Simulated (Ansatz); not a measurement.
H₂InNSi (SMILES [NH]1[SiH-][In+]1)

```yaml
atoms:
  - { symbol: In, position_ang: [0.2377, -0.8327, 1.3491] }
  - { symbol: N, position_ang: [-1.8828, -0.3653, 1.1388] }
  - { symbol: Si, position_ang: [-1.9903, 1.2652, 1.5373] }
  - { symbol: H, position_ang: [-2.6999, -0.8990, 0.8761] }
  - { symbol: H, position_ang: [-0.4050, 1.3503, 1.8049] }
```

Geometry: PBE0-D4/def2-TZVP; core potentials replace the inner electrons of In.

All numbers below come from Ansatz, isolated molecule in a Gaussian basis; Kohn-Sham density functional theory, functional PBE0.

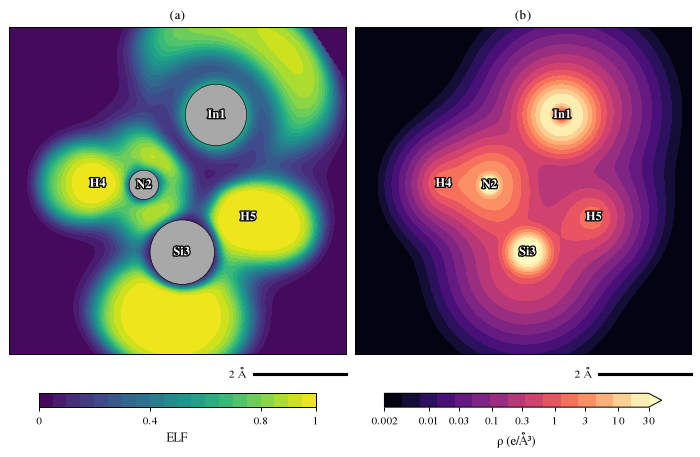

Figure 1. (a) electron localisation function; (b) electron density on the molecular plane. Grey discs cover the atomic cores in the ELF map.

> Interpret the plot.

The section cuts through In, N, Si and H sites. Si–N (1.68 Å): ρ is about 1.2 e/Å³ halfway; the ELF peaks at about 0.90 between the atoms, as expected for a polar covalent bond. In–N (2.18 Å): ρ is about 0.54 e/Å³ halfway; the ELF peaks at about 0.90 in the valence shell of N, 0.6 Å from its nucleus, and drops to about 0.15 between the two atoms. In–Si (3.07 Å): ρ is about 0.24 e/Å³ halfway; the ELF is about 0.15 at the midpoint. N–H (1.01 Å): the density is about 2.9 e/Å³ at the midpoint; the ELF climbs to about 1 towards the hydrogen, as it does in any bond to H (a covalent bond by its length). Si–H (1.61 Å): the density is about 0.64 e/Å³ at the midpoint; the ELF climbs to about 1 towards the hydrogen. The ELF also peaks beside Si3, away from the bonds: lone-pair regions.

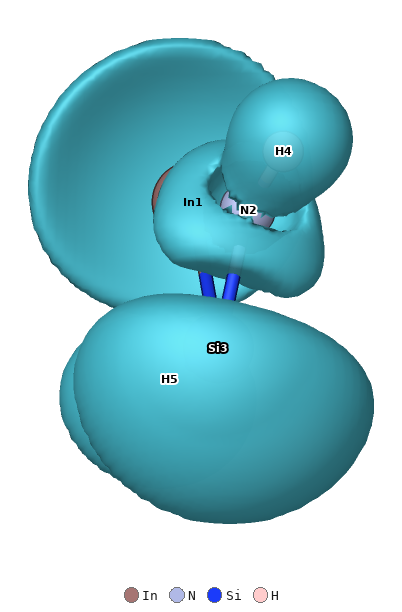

Figure 2. Isosurface of the ELF at 0.75 (cyan), seen at an oblique angle. Core shells and regions of very low density are left out.

> Identify the bonds, lone pairs and shells in this picture.

The ELF exceeds this value in one region around a hydrogen nucleus, one lobe on In, pointing away from the bonds (lone pairs), one lobe on Si, pointing away from the bonds (lone pairs) and one joined region spread over several atoms (H, N), in which their bonds and any lone pairs are merged.

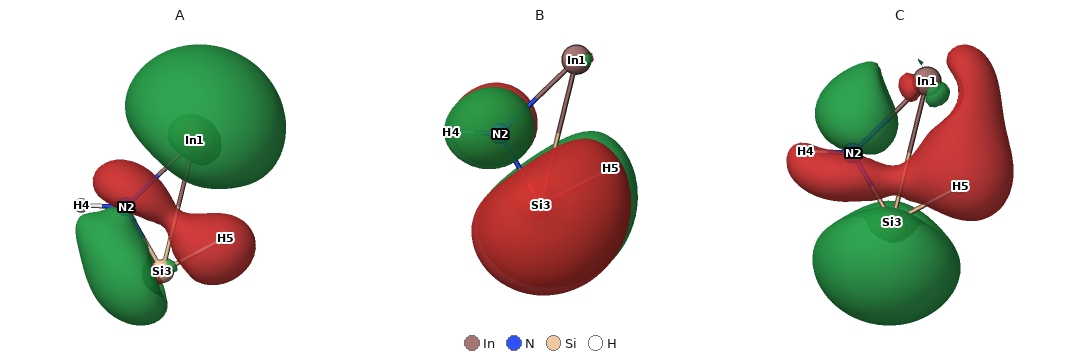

Figure 3. Three frontier orbitals at ±0.08 Å⁻³ᐟ² (green and red are the two phases), in no order.

> Order the three orbitals by energy and name them.

A is the HOMO−1 (−6.89 eV). By Hirshfeld shares it lies mainly on In1 (about 70 %), Si3 (about 15 %) and N2 (about 10 %); it is symmetric in the molecular plane (an in-plane orbital: σ, lone-pair or in-plane π type). C is the HOMO (−6.20 eV). By Hirshfeld shares it lies mainly on Si3 (about 60 %), N2 (about 15 %), In1 (about 15 %) and H5 (about 10 %); it is symmetric in the molecular plane (an in-plane orbital: σ, lone-pair or in-plane π type). B is the LUMO (−1.43 eV). Its weight (Hirshfeld) is mainly on Si3 (about 70 %), N2 (about 15 %) and In1 (about 10 %); it changes sign across the molecular plane (π type); π-antibonding (a node) across In1–N2.

> What is the HOMO–LUMO gap?

4.77 eV between the orbital energies.
